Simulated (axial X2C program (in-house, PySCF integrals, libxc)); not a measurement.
**Relativistic diatomic calculation for CsMn⁻**

CsMn⁻, single determinant with Ω = 5/2. Level asked for: BP86, two-component X2C with atomic mean-field Coulomb and Gaunt terms, Cs dyall-av2z, Mn dyall-av2z (cores contracted) (axial X2C program (in-house, PySCF integrals, libxc)).

Outcome:

```
   quantity                                                                 value
    outcome                                                         not converged
   hardware  1 thread of Arm Neoverse N1, 16 GiB of memory available, shared host
  wall time                                                                 5.7 s
peak memory                                                              0.38 GiB
```

What went wrong:

One thing in this input was made wrong on purpose: few iterations (maxit = 5.0). The run did not meet its convergence test, so its last values are not results. Caveats: some points did not converge.

Input file:
```
{"zs": [55, 25], "q": -1, "bas": ["dyall-av2z", "dyall-av2z"], "levels": ["PBE0", "HF", "B3LYP", "BP86"], "cc": false, "r0": 3.51, "npts": 10, "nst": 2, "ntry": 6, "opt": {"maxit": 5}}
```

The line is the task of a batch: nuclear charges, charge, bases, the levels to run, a first guess of the distance and further settings. This report covers BP86 with spin-orbit coupling. The log is that of the reference distance 4.578 Å.

Launched within a batch (the task file carries these settings):
```bash
python <driver script> task.json out
```

Output:
```
two-component X2C + atomic mean field  BP86
basis functions 164  fitting functions 1035  grid points 5811
iter        total energy     max residual
   1      -8942.296983330     1.91e-01
   2      -8942.302506580     9.31e-03
   3      -8942.302923732     4.94e-02
   4      -8942.304880413     1.80e-02
   5      -8942.309807916     2.93e-02
   6      -8942.311146010     3.80e-02
   7      -8942.228349385     1.05e-01
   8      -8941.502598376     3.03e-01
   9      -8942.264542668     6.92e-02
  10      -8942.286674378     5.06e-02
NOT converged
one-electron -12553.09280665  Coulomb 3704.97153888  exact exchange 0.00000000  xc functional -247.86604160  nuclear repulsion 158.93810944  atomic mean-field constant -5.23747444
```

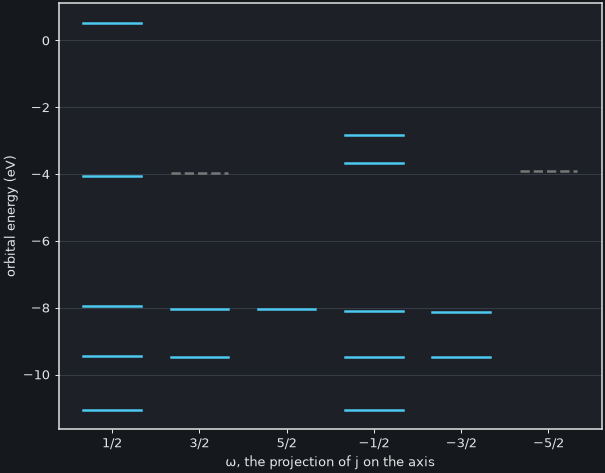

Figure 1. Orbital energies near the frontier at 4.58 Å, filled (solid) and empty (dashed). The highest filled spinor (1/2; 69 % Cs s, 22 % Mn p) lies at 0.53 eV, the lowest empty one (3/2; 100 % Mn d) at −3.98 eV. A filled level above zero is held only by the finite basis .
